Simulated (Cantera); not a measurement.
Feed: 1 mol Mg(OH)₂, 2.8 mol H₂, held at 36.0 mbar.

Method: chemical equilibrium by Gibbs-energy minimisation in Cantera with the NASA 1993 tables (ideal gas, pure condensed phases). Candidate condensed phases: H₂O, Mg, MgO, Mg(OH)₂; 15 gas species. The numbers say what is thermodynamically allowed, not how fast it happens.

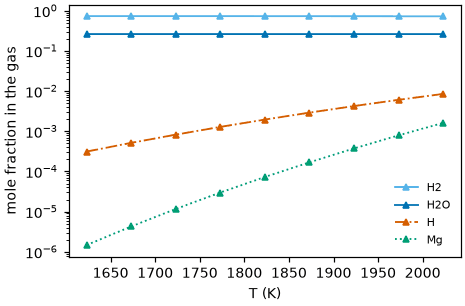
*Equilibrium gas composition (values under 1e-9 drawn at 1e-9)*

From 1623 K to 2023 K the condensed part is MgO(s). The main Mg-bearing gas is Mg throughout.
